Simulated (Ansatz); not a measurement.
# Na2CrO4 (Cmcm): the host for defect calculations

Aim: the runs on the perfect crystal Na2CrO4 (Cmcm) that a defect calculation needs first.

Calculated with Ansatz 0.2.0; plane-wave PAW DFT, PBEsol; relaxation of the defect-free supercell from random displacements, a test of the host's stability.

## (1) The structure

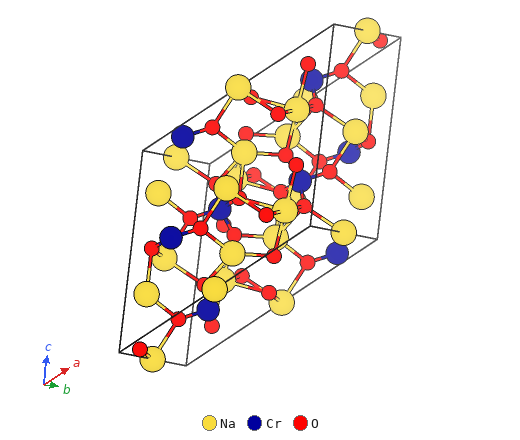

Start, viewed slightly off an axis; sodium yellow, chromium blue, oxygen red. Bonds to atoms that aren't drawn are left out. Some periodic images of atoms are drawn too.

The cell holds 56 atoms: 16 Na, 8 Cr and 32 O. Cell: a = 11.628 Å, b = 9.203 Å, c = 10.917 Å, α = 70.0°, β = 48.1°, γ = 61.9°.

## (2) Defect free supercell relaxed from displaced atoms

The input displaces the atoms at random before the relaxation, so that it can leave a symmetric saddle if there is one.

Contents of pristine.rattled/input.yaml:

```yaml
crystal:
  lattice:
    - [0.0, 9.2109231779, 7.0964823544]
    - [5.8593077308, 0.0, 7.0964823544]
    - [5.8593077308, 9.2109231779, 0.0]
  atoms:
    - { symbol: Na, position: [0.0329605498, 0.2170394502, 0.2829605498] }
    - { symbol: Na, position: [0.0329605498, 0.2170394502, 0.7829605498] }
    - { symbol: Na, position: [0.5329605498, 0.7170394502, 0.2829605498] }
    - { symbol: Na, position: [0.5329605498, 0.7170394502, 0.7829605498] }
    - { symbol: Na, position: [0.4670394502, 0.2829605498, 0.2170394502] }
    - { symbol: Na, position: [0.4670394502, 0.2829605498, 0.7170394502] }
    - { symbol: Na, position: [0.9670394502, 0.7829605498, 0.2170394502] }
    - { symbol: Na, position: [0.9670394502, 0.7829605498, 0.7170394502] }
    - { symbol: Na, position: [0.25, 0.75, 0.25] }
    - { symbol: Na, position: [0.25, 0.75, 0.75] }
    - { symbol: Na, position: [0.75, 0.25, 0.25] }
    - { symbol: Na, position: [0.75, 0.25, 0.75] }
    - { symbol: Na, position: [0.0, 0.5, 0.0] }
    - { symbol: Na, position: [0.0, 0.5, 0.5] }
    - { symbol: Na, position: [0.5, 0.0, 0.0] }
    - { symbol: Na, position: [0.5, 0.0, 0.5] }
    - { symbol: Cr, position: [0.1981344052, 0.0518655948, 0.4481344052] }
    - { symbol: Cr, position: [0.1981344052, 0.0518655948, 0.9481344052] }
    - { symbol: Cr, position: [0.6981344052, 0.5518655948, 0.4481344052] }
    - { symbol: Cr, position: [0.6981344052, 0.5518655948, 0.9481344052] }
    - { symbol: Cr, position: [0.3018655948, 0.4481344052, 0.0518655948] }
    - { symbol: Cr, position: [0.3018655948, 0.4481344052, 0.5518655948] }
    - { symbol: Cr, position: [0.8018655948, 0.9481344052, 0.0518655948] }
    - { symbol: Cr, position: [0.8018655948, 0.9481344052, 0.5518655948] }
    - { symbol: O, position: [0.1566552762, 0.4061672078, 0.0938327922] }
    - { symbol: O, position: [0.1566552762, 0.4061672078, 0.5938327922] }
    - { symbol: O, position: [0.6566552762, 0.9061672078, 0.0938327922] }
    - { symbol: O, position: [0.6566552762, 0.9061672078, 0.5938327922] }
    - { symbol: O, position: [0.1561672078, 0.9066552762, 0.0933447238] }
    - { symbol: O, position: [0.1561672078, 0.9066552762, 0.5933447238] }
    - { symbol: O, position: [0.6561672078, 0.4066552762, 0.0933447238] }
    - { symbol: O, position: [0.6561672078, 0.4066552762, 0.5933447238] }
    - { symbol: O, position: [0.3433447238, 0.0938327922, 0.4061672078] }
    - { symbol: O, position: [0.3433447238, 0.0938327922, 0.9061672078] }
    - { symbol: O, position: [0.8433447238, 0.5938327922, 0.4061672078] }
    - { symbol: O, position: [0.8433447238, 0.5938327922, 0.9061672078] }
    - { symbol: O, position: [0.3438327922, 0.5933447238, 0.4066552762] }
    - { symbol: O, position: [0.3438327922, 0.5933447238, 0.9066552762] }
    - { symbol: O, position: [0.8438327922, 0.0933447238, 0.4066552762] }
    - { symbol: O, position: [0.8438327922, 0.0933447238, 0.9066552762] }
    - { symbol: O, position: [0.0311234352, 0.2188765648, 0.0104148351] }
    - { symbol: O, position: [0.0311234352, 0.2188765648, 0.5104148351] }
    - { symbol: O, position: [0.5311234352, 0.7188765648, 0.0104148351] }
    - { symbol: O, position: [0.5311234352, 0.7188765648, 0.5104148351] }
    - { symbol: O, position: [0.4688765648, 0.2811234352, 0.4895851649] }
    - { symbol: O, position: [0.4688765648, 0.2811234352, 0.9895851649] }
    - { symbol: O, position: [0.9688765648, 0.7811234352, 0.4895851649] }
    - { symbol: O, position: [0.9688765648, 0.7811234352, 0.9895851649] }
    - { symbol: O, position: [0.2604148351, 0.9895851649, 0.2811234352] }
    - { symbol: O, position: [0.2604148351, 0.9895851649, 0.7811234352] }
    - { symbol: O, position: [0.7604148351, 0.4895851649, 0.2811234352] }
    - { symbol: O, position: [0.7604148351, 0.4895851649, 0.7811234352] }
    - { symbol: O, position: [0.2395851649, 0.5104148351, 0.2188765648] }
    - { symbol: O, position: [0.2395851649, 0.5104148351, 0.7188765648] }
    - { symbol: O, position: [0.7395851649, 0.0104148351, 0.2188765648] }
    - { symbol: O, position: [0.7395851649, 0.0104148351, 0.7188765648] }
basis:
  ecutwfc: 420
  xc_grid: 2
hamiltonian:
  xc: pbesol
kpoints:
  mp_grid: { grid: [1, 1, 1], shift: [0.25, 0.25, 0.25] }
scf:
  occupations: { method: fermi_dirac, width: 0.01 }
  max_iter: 80
output:
  forces: true
relax:
  f_tol: 0.01
  max_steps: 120
  random_displacement: { amplitude: 0.08, seed: 6902 }
checkpoint:
  write: "../pristine.rattled.run"
  compress: false
  write_wavefunctions: false
  write_every: 100000
```

Command:

```bash
$ ansatz run input.yaml --threads 4 --pin off --max-ram 7536MiB --backend cpu --events-out ev --progress --plain --runs-dir out
```

Numbers of over 12 decimals in the logs are rounded to 6 here.

The log of the run:

```text
[... repeated set-up lines and file paths are left out, and long positions are rounded to six places ...]
Engine: ansatz 0.2.0, aarch64-unknown-linux-gnu
Pseudopotentials: kind: paw
Pseudopotential: Na, paw, valence charge 9, recommended cutoff 420 eV (normal), Na.paw.azcp
Pseudopotential: Cr, paw, valence charge 14, recommended cutoff 420 eV (normal), Cr.paw.azcp
Pseudopotential: O, paw, valence charge 6, recommended cutoff 420 eV (normal), O.paw.azcp
Functional definition: PBEsol
  exchange = pbesol_x
  correlation = pbesol_c
Crystal: 56 atoms, lattice volume = 765.989 Å³
Basis set: ecut = 420 eV, 15027 PW (Γ), exchange–correlation on 160×128×150 points (8 copies of the dense FFT grid, shifted against one another)
Bands: 280, of which v1, the nominal top of the filled ones, is band 224 counted from 1 (223 counted from 0)
Symmetry: 1 space group operations
k-points: 1
Non-local potential: Na, projectors of the file, l = 0: 3, l = 1: 2, l = 2: 1
Non-local potential: Cr, projectors of the file, l = 0: 3, l = 1: 2, l = 2: 3, l = 3: 1
Non-local potential: O, projectors of the file, l = 0: 2, l = 1: 2, l = 2: 1
PAW form: soft (Blöchl's): semilocal exchange-correlation on the pseudo side does not see the compensation charge
PAW frozen core: Na, regenerated for the run's functional, and the local potential with it (the file was generated under x = pbe(κ = 0.804, μ = 0.219515), c = pbe(β = 0.066725))
PAW frozen core: Cr, regenerated for the run's functional, and the local potential with it (the file was generated under x = pbe(κ = 0.804, μ = 0.219515), c = pbe(β = 0.066725))
PAW frozen core: O, regenerated for the run's functional, and the local potential with it (the file was generated under x = pbe(κ = 0.804, μ = 0.219515), c = pbe(β = 0.066725))
PAW one-centre angular grid: Na, 110 points (default); XC on 64 Gauss nodes
PAW one-centre angular grid: Cr, 590 points (default); XC on 64 Gauss nodes
PAW one-centre angular grid: O, 110 points (default); XC on 64 Gauss nodes
Initial density: superposition of atomic densities (neutral atoms: chi_scale 0, normalization atom), corrected by the library's trained network
Initial wavefunctions: pseudopotential atomic-orbital guess
Functional: x = pbesol(κ = 0.804, μ = 0.123457), c = pbesol(β = 0.046)
SCF iter   1: F=—  HF=-68379.922599 eV  |F-HF|=—  |Δ(HF+E_count)|=         —  Δρ=1.32e-2  dr2=1.19e0  ethr=1.77e-3  ⟨swp⟩=6.0  Hψ=918  notcnv=0  defer=33
preconditioner: auto → Resta (q_TF=auto, 2.495 Å⁻¹)  ε∞=3.9  [insulator: Δε(μ)=2.414 eV  Ē_g=14.908 eV  σ=0.010 eV  W_gap=1.00  n_scr=214 (ndim 8)  ℏωp=25.2 eV  f_vac=0.148  D(μ)=0.00/eV (n_scr^D=0)  ε∞_Penn≈3.9]
SCF iter   2: F=—  HF=-68379.901463 eV  |F-HF|=—  |Δ(HF+E_count)|=   2.11e-2  Δρ=1.58e-2  dr2=2.05e0  ethr=2.65e-4  ⟨swp⟩=2.0  Hψ=447  notcnv=0  defer=49
SCF iter   3: F=—  HF=-68379.692468 eV  |F-HF|=—  |Δ(HF+E_count)|=   2.09e-1  Δρ=3.24e-3  dr2=8.86e-2  ethr=2.65e-4  ⟨swp⟩=4.0  Hψ=339  notcnv=0  defer=49
SCF iter   4: F=—  HF=-68379.680958 eV  |F-HF|=—  |Δ(HF+E_count)|=   1.15e-2  Δρ=1.39e-3  dr2=1.73e-2  ethr=1.98e-5  ⟨swp⟩=3.0  Hψ=361  notcnv=0  defer=49
SCF iter   5: F=—  HF=-68379.680041 eV  |F-HF|=—  |Δ(HF+E_count)|=   9.17e-4  Δρ=8.04e-4  dr2=4.98e-3  ethr=3.87e-6  ⟨swp⟩=3.0  Hψ=345  notcnv=0  defer=49
SCF iter   6: F=—  HF=-68379.680343 eV  |F-HF|=—  |Δ(HF+E_count)|=   3.02e-4  Δρ=5.86e-4  dr2=3.15e-3  ethr=1.11e-6  ⟨swp⟩=3.0  Hψ=441  notcnv=0  defer=49
SCF iter   7: F=—  HF=-68379.680078 eV  |F-HF|=—  |Δ(HF+E_count)|=   2.65e-4  Δρ=2.08e-4  dr2=4.15e-4  ethr=7.03e-7  ⟨swp⟩=2.0  Hψ=331  notcnv=0  defer=49
SCF iter   8: F=—  HF=-68379.680389 eV  |F-HF|=—  |Δ(HF+E_count)|=   3.10e-4  Δρ=1.40e-4  dr2=1.71e-4  ethr=9.27e-8  ⟨swp⟩=1.0  Hψ=280  notcnv=0  defer=49
SCF iter   9: F=—  HF=-68379.680414 eV  |F-HF|=—  |Δ(HF+E_count)|=   2.56e-5  Δρ=7.61e-5  dr2=5.57e-5  ethr=3.82e-8  ⟨swp⟩=2.0  Hψ=330  notcnv=0  defer=49
SCF iter  10: F=—  HF=-68379.680420 eV  |F-HF|=—  |Δ(HF+E_count)|=   5.82e-6  Δρ=7.86e-5  dr2=5.37e-5  ethr=1.24e-8  ⟨swp⟩=2.0  Hψ=431  notcnv=0  defer=49
SCF iter  11: F=—  HF=-68379.680416 eV  |F-HF|=—  |Δ(HF+E_count)|=   3.92e-6  Δρ=3.11e-5  dr2=6.64e-6  ethr=1.20e-8  ⟨swp⟩=2.0  Hψ=327  notcnv=0  defer=49
SCF iter  12: F=-68379.680417 eV  HF=-68379.680417 eV  |F-HF|=1.48e-7  |Δ(HF+E_count)|=   5.49e-7  Δρ=1.74e-5  dr2=1.89e-6  ethr=5.58e-10  ⟨swp⟩=3.0  Hψ=732  notcnv=0
SCF 1 converged in 12 iterations: F = -68379.680417 eV  dr2 = 1.89e-6
  greatest PAW one-centre occupation: 1.000 electrons in one spin orbital (limit 2), on the Cr atom at site 23 (counted from 0), in its partial waves of l = 0
relax step   1: F+E_penalty+E_count = -68379.68041679 eV  Δ(F+E_penalty+E_count) = +0.000e0 eV  max|allowed force component| = 7.551e0 eV/Å  Δτ_max = 0.0000 Å  (12 SCF iters, dr2 threshold 2.50e-6 eV, accepted)
[...]
relax step   2: F+E_penalty+E_count = -68382.04066773 eV  Δ(F+E_penalty+E_count) = -2.360e0 eV  max|allowed force component| = 3.492e0 eV/Å  Δτ_max = 0.1491 Å  (9 SCF iters, dr2 threshold 1.00e-4 eV, accepted)
relax step   3: F+E_penalty+E_count = -68382.77259634 eV  Δ(F+E_penalty+E_count) = -7.319e-1 eV  max|allowed force component| = 7.910e-2 eV/Å  Δτ_max = 0.0714 Å  (9 SCF iters, dr2 threshold 1.00e-4 eV, accepted)
[...]
E sigma→0 (E₀):  -68382.779766 eV
Fermi energy:    4.324729 eV
--- Per-component energies (eV) ---
  E_band       = -6853.164436
  E_kinetic    = 10222.952358
  E_local      = -50441.424051  (includes V_loc(G=0)·N_el)
  E_nonlocal   = 4018.575293
  E_hartree    = 19081.876422
  E_xc         = -4041.728272
  E_vxc        = -5187.561881  (∫ρ·V_xc dr)
  E_paw        = -18235.102555  (= ΣΔE_a)
  E_vpaw       = -3629.553428  (= ΣTr[D̂ρ^β])
  E_aug_tail   = 0.080346  (compensation charges beyond the density's cutoff)
  E_ewald      = -28991.293616
  E_core_change = 3.284309  (= ΣΔE_core)
  E_smearing   = -0.000000  (= −TS)
  E_closure    = 0.000000  (closes the sum)
  Σ components = -68382.779766   (vs F -68382.779766, Δ=0.00e0)
--- Forces (eV/Å), atoms counted from 1 ---
  atom   1  Na    -0.00126862    -0.00023871     0.00015281
  atom   2  Na     0.00123781     0.00016005     0.00085305
  atom   3  Na     0.00120103    -0.00008638     0.00074681
  atom   4  Na    -0.00109120     0.00049605    -0.00018523
  atom   5  Na    -0.00009059     0.00065247    -0.00080356
  atom   6  Na    -0.00071529     0.00015662     0.00023942
  atom   7  Na    -0.00090797    -0.00019200     0.00004809
  atom   8  Na    -0.00072030    -0.00059149    -0.00087547
  atom   9  Na    -0.00044658     0.00049092    -0.00007501
  atom  10  Na    -0.00029032    -0.00002822    -0.00000327
  atom  11  Na     0.00002981    -0.00056936     0.00008126
  atom  12  Na     0.00056435     0.00014123    -0.00007528
  atom  13  Na     0.00038798     0.00065784    -0.00004991
  atom  14  Na    -0.00094592    -0.00027972     0.00023308
  atom  15  Na     0.00007413    -0.00017579    -0.00024301
  atom  16  Na     0.00012716    -0.00010402    -0.00001096
  atom  17  Cr    -0.00135955    -0.00033333    -0.00095329
  atom  18  Cr    -0.00091056    -0.00070053    -0.00094773
  atom  19  Cr    -0.00145869    -0.00041113     0.00010944
  atom  20  Cr    -0.00093962    -0.00012935    -0.00061355
  atom  21  Cr     0.00169842     0.00045777     0.00009525
  atom  22  Cr     0.00189408     0.00060174     0.00130271
  atom  23  Cr     0.00217774    -0.00018765     0.00083916
  atom  24  Cr     0.00217533     0.00023844     0.00084970
[...]
atom  49  O     -0.00052401    -0.00015353    -0.00028457
  atom  50  O     -0.00029071    -0.00053673    -0.00087660
  atom  51  O      0.00074268    -0.00009965    -0.00051208
  atom  52  O     -0.00127553    -0.00019407     0.00012240
  atom  53  O     -0.00043930    -0.00015209     0.00073752
  atom  54  O     -0.00031184     0.00008686     0.00000529
  atom  55  O     -0.00003387     0.00085327     0.00003251
  atom  56  O      0.00014349     0.00068550     0.00052183
  max |Σ_I F_I| component: 1.18e-5 eV/Å
--- Relaxed structure (5 steps of the walk, 5 accepted, 0 SCFs on fresh bases) ---
  F+E_penalty+E_count = -68382.77976594 eV   max|allowed force component| = 4.540e-3 eV/Å
  atoms:
    - { symbol: Na, position: [0.034142, 0.217845, 0.282364] }
    - { symbol: Na, position: [0.035011, 0.215398, 0.781423] }
    - { symbol: Na, position: [0.534994, 0.715404, 0.281463] }
    - { symbol: Na, position: [0.534105, 0.717845, 0.782299] }
    - { symbol: Na, position: [0.469203, 0.283089, 0.215369] }
    - { symbol: Na, position: [0.469263, 0.281462, 0.715358] }
    - { symbol: Na, position: [0.969365, 0.781363, 0.215313] }
    - { symbol: Na, position: [0.969256, 0.783053, 0.715484] }
    - { symbol: Na, position: [0.251550, 0.749903, 0.248683] }
    - { symbol: Na, position: [0.252494, 0.748775, 0.748346] }
    - { symbol: Na, position: [0.752531, 0.248717, 0.248347] }
    - { symbol: Na, position: [0.751620, 0.249828, 0.748637] }
    - { symbol: Na, position: [0.002258, 0.498976, -0.002050] }
    - { symbol: Na, position: [0.001760, 0.499667, 0.499108] }
    - { symbol: Na, position: [0.501846, -0.000386, -0.000998] }
    - { symbol: Na, position: [0.502334, -0.001038, 0.497957] }
    - { symbol: Cr, position: [0.200288, 0.051547, 0.446577] }
    - { symbol: Cr, position: [0.200278, 0.050833, 0.946533] }
    - { symbol: Cr, position: [0.700258, 0.550757, 0.446582] }
    - { symbol: Cr, position: [0.700206, 0.551547, 0.946598] }
    - { symbol: Cr, position: [0.304045, 0.447588, 0.050197] }
    - { symbol: Cr, position: [0.303933, 0.446961, 0.550341] }
    - { symbol: Cr, position: [0.803943, 0.946983, 0.050328] }
    - { symbol: Cr, position: [0.804106, 0.947542, 0.550215] }
    - { symbol: O, position: [0.158845, 0.405897, 0.091835] }
    - { symbol: O, position: [0.158399, 0.404954, 0.593067] }
    - { symbol: O, position: [0.658346, 0.905036, 0.093116] }
    - { symbol: O, position: [0.658880, 0.905882, 0.591873] }
    - { symbol: O, position: [0.158184, 0.905506, 0.091578] }
    - { symbol: O, position: [0.159046, 0.906017, 0.591515] }
    - { symbol: O, position: [0.658982, 0.406021, 0.091538] }
    - { symbol: O, position: [0.658196, 0.405405, 0.591604] }
    - { symbol: O, position: [0.346067, 0.093297, 0.403617] }
    - { symbol: O, position: [0.345736, 0.092253, 0.904646] }
    - { symbol: O, position: [0.845747, 0.592156, 0.404661] }
    - { symbol: O, position: [0.845957, 0.593349, 0.903646] }
    - { symbol: O, position: [0.345411, 0.592238, 0.405151] }
    - { symbol: O, position: [0.346370, 0.592669, 0.904903] }
    - { symbol: O, position: [0.846451, 0.092623, 0.404921] }
    - { symbol: O, position: [0.845390, 0.092297, 0.905169] }
    - { symbol: O, position: [0.033462, 0.217972, 0.008626] }
    - { symbol: O, position: [0.033130, 0.218513, 0.509842] }
    - { symbol: O, position: [0.533030, 0.718485, 0.009860] }
    - { symbol: O, position: [0.533428, 0.717889, 0.508747] }
    - { symbol: O, position: [0.471060, 0.280042, 0.487552] }
    - { symbol: O, position: [0.470878, 0.280463, 0.988298] }
    - { symbol: O, position: [0.970922, 0.780402, 0.488316] }
    - { symbol: O, position: [0.971068, 0.780050, 0.987442] }
    - { symbol: O, position: [0.261458, 0.989756, 0.279948] }
    - { symbol: O, position: [0.262752, 0.988550, 0.779412] }
    - { symbol: O, position: [0.762684, 0.488525, 0.279460] }
    - { symbol: O, position: [0.761385, 0.489738, 0.779974] }
    - { symbol: O, position: [0.241342, 0.510093, 0.217325] }
    - { symbol: O, position: [0.242298, 0.509242, 0.717000] }
    - { symbol: O, position: [0.742406, 0.009170, 0.216976] }
    - { symbol: O, position: [0.741440, 0.010028, 0.717330] }
[key lines of the parts left out:]
SCF converged after 10 iterations
Free energy (F): -68382.779766 eV
```

Elapsed: 2.2 min, on 4 threads of Arm Neoverse N1, shared host; peak memory 1.4 GiB.

Relaxation path:

```tsv
step	energy less that of the first step (eV)	largest force component (eV/Å)
1	0.0000	7.5514
2	-2.3603	3.4915
3	-3.0922	0.0791
4	-3.0989	0.0111
5	-3.0993	0.0045
```

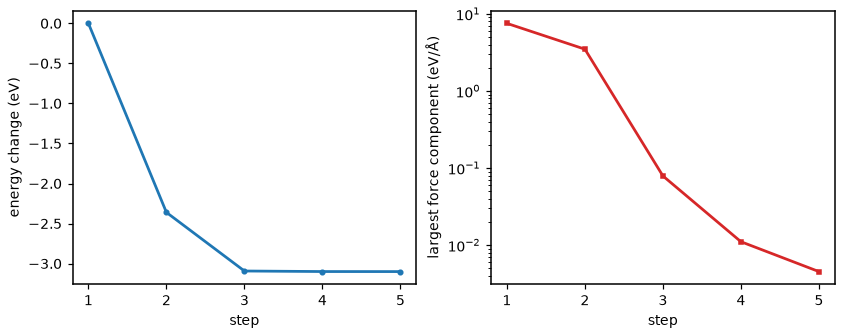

Energy and largest force along the relaxation.

The atoms that moved most (Å, from the sites as typed, ahead of the random displacement, the mean shift of all atoms taken out):

```tsv
atom	dx	dy	dz	length
Na1	0.015	0.000	0.005	0.015
Na4	0.014	-0.001	0.004	0.015
O42	0.008	0.008	0.002	0.012
O43	0.008	0.007	0.001	0.011
O52	0.008	-0.007	-0.002	0.010
O49	0.008	-0.006	-0.001	0.010
Na2	-0.005	0.000	-0.007	0.008
Na8	0.005	0.001	0.007	0.008
```

The relaxation ends 55 meV an atom lower than the displaced start, with a largest force component of 0.0045 eV/Å.

## (3) What came out

```json
{
 "symmetric supercell less the displaced and relaxed one": "0.000 eV"
}
```

In words: The energy fell by 3.099 eV from the randomly displaced start; against the sites as typed, Na1 ends farthest off, by 0.02 Å, once the mean shift is taken out. The displaced cell ends within 0.01 eV of the symmetric one, so no lower structure shows in this supercell. All at zero temperature.

[Logs are printed without paths, hosts, clocks, repeated set-up lines and the standing remarks that a program may print on its own settings, such as how far it seeks lower states.]

[Hosts, paths, dates, database ids (printed as entryN), source tags and the programs' standing remarks are cut or masked in the printed files.]

[Runs of the host that timed out are not shown.]

[For some hosts the program warned that the k-mesh of the response run may be too coarse for force constants and the static dielectric constant; such warnings are not always shown.]
